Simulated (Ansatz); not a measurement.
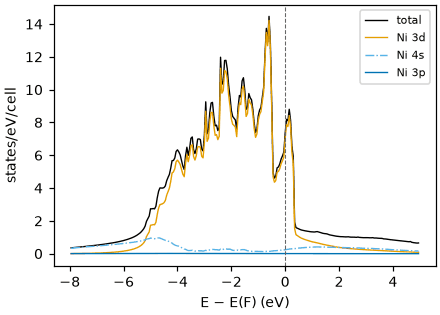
Total and projected density of states of Ni (dhcp (α-La type), P6_3/mmc), the program Ansatz at the PBEsol level (PAW)

Task: Which orbitals carry the states next to the Fermi level?

Result: Within 0.5 eV of the Fermi level: Ni 3d 94 %. Projections are on Löwdin-orthogonalised atomic valence shells; empty p or d shells of many metals are not among them.

Task: Where is the tallest occupied peak in this window, and what makes it?

Result: Near -0.6 eV, about 14 states/eV per cell; the largest projected share is Ni 3d.

The start of the workflow was typed in or built on a structure type; the Crystallography Open Database files this formula in space group No. 194, but the cells were not matched. It is not the phase usual at ambient conditions (space group No. 225). The cell was relaxed with PBEsol under the symmetry of its start; its stability against distortions is not shown here. Spin order of the final state: ferromagnetic, chosen from 3 collinear starts compared on coarse meshes (ties went to the first, and starts can fall back to one state), not a proven ground state.

Potentials: the earlier of the program's two PAW sets. The files were generated under PBE; for other functionals the program regenerates the frozen cores, and for LDA and PBEsol the local potential too.
